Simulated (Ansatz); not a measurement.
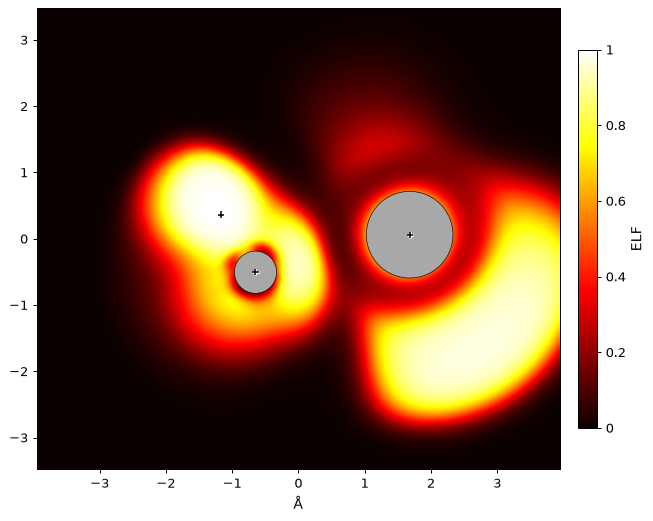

The electron localisation function on a plane through atoms (crosses mark nuclei in the plane; grey discs cover the cores).

The calculation used Ansatz 0.2.0, RKS PBE0-D4/def2-TZVPP.

Candidates:
A. ClH₃Sn
B. H₅NSn
C. H₃O₃Si···H

### Which system is this?

Candidate B: H₅NSn on the plane of atoms Sn1, N3 and H4, which holds Sn, N and H. Sn–N (2.39 Å): the ELF peaks at about 0.95 in the valence shell of N, 0.7 Å from its nucleus, and drops to about 0.10 between the two atoms. N–H (1.01 Å): the ELF climbs to about 1 towards the hydrogen, as it does in any bond to H; a covalent bond by its length.
